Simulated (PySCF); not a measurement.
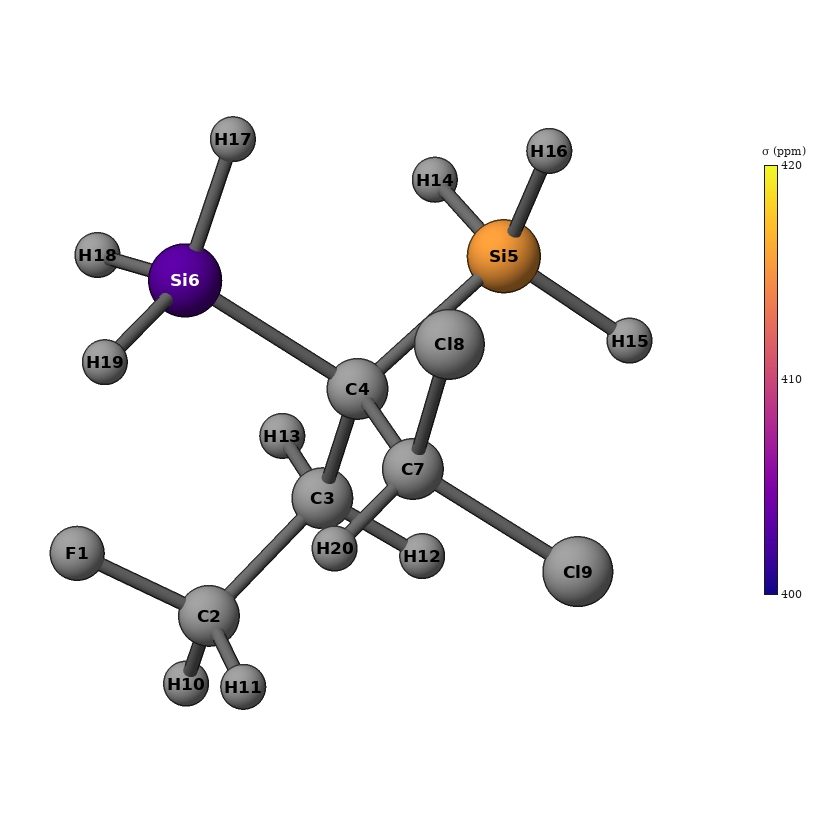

Atoms are coloured by their isotropic NMR shieldings (Si only, the others grey). The geometry was computed by an optimisation with GFN2-xTB. No frequency run is at hand to confirm it as a minimum. Method: GIAO PBE0/pcSseg-1 NMR shielding, non-relativistic, gas phase (PySCF 2.14.0).

Give the isotropic NMR shieldings of the Si atoms atom by atom.

```
atom  σ (ppm)
 Si5    415.5
 Si6    403.3
```

The geometry is semi-empirical. Around Si such bond lengths and angles can be off by a tenth of an ångström or more and by several degrees, and values that hang on the shape move with them.
